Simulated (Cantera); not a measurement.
Feed: 1 mol Al(CH₃)₃, a varied amount of N₂O, 1.4 mol N₂, held at 1077 °C and 1100 Pa.

Cantera equilibrium calculation (NASA polynomials, part measured and part estimated; ideal gas, pure solids and liquids). Candidate condensed phases: Al, AlN, Al₂O₃, C, C₆H₆, C₇H₈, C₈H₁₈, H₂O; 148 gas species. The feed counts by its element totals alone. Rates play no part.

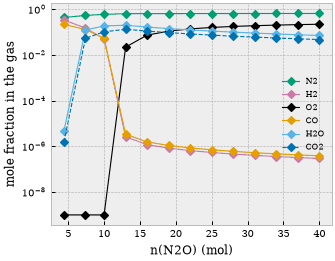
*Equilibrium gas composition (values under 1e-9 drawn at 1e-9)*

At 4.4 mol N₂O the condensed part is Al₂O₃(s) + C(graphite). From 7.4 mol N₂O to 40 mol N₂O the condensed part is Al₂O₃(s).
